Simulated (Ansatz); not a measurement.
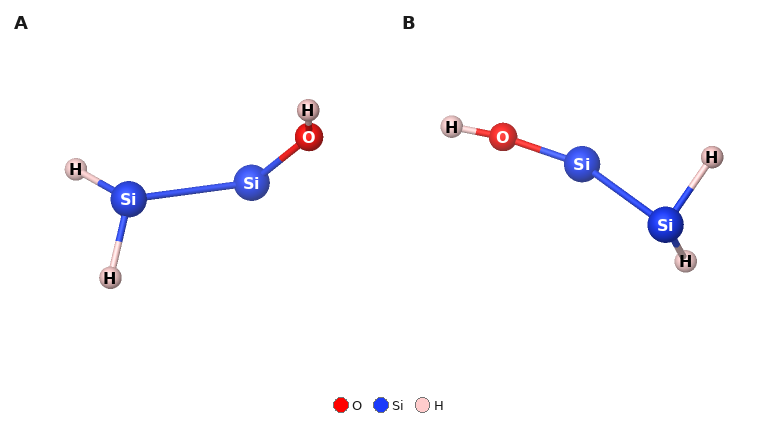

2 stationary structures of one formula. State: charge +1, singlet. Geometries: PBE-D4/def2-SVP. Electronic energies: PBE-D4/def2-SVP (Ansatz 0.2.0), without zero-point energy. No frequency run is at hand to confirm each as a minimum.

Question: Rank them by energy, lowest first.

Answer: A is lowest (Cs); B lies 1.7 kcal/mol above it.
